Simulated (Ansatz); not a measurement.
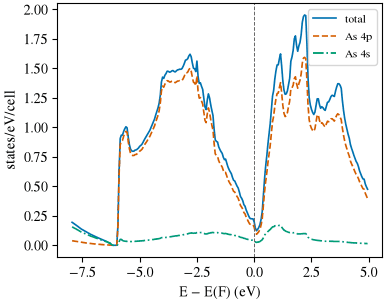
Figure: Total and projected density of states of As (A7 (α-As type), R-3m), the program Ansatz at the PBE level (PAW)

Which orbitals carry the states next to the Fermi level?

Within 0.5 eV of the Fermi level: As 4p 79 %, As 4s 17 %. Projections are on Löwdin-orthogonalised atomic valence shells; empty p or d shells of many metals are not among them.

Where is the tallest occupied peak in this window, and what makes it?

Near -2.8 eV, about 1.6 states/eV per cell; the largest projected share is As 4p.

The PBE relaxation kept the symmetry of its start. Scalar-relativistic: spin–orbit coupling is off unless named, which matters more the heavier the elements.

Potentials: the later of the program's two PAW sets.
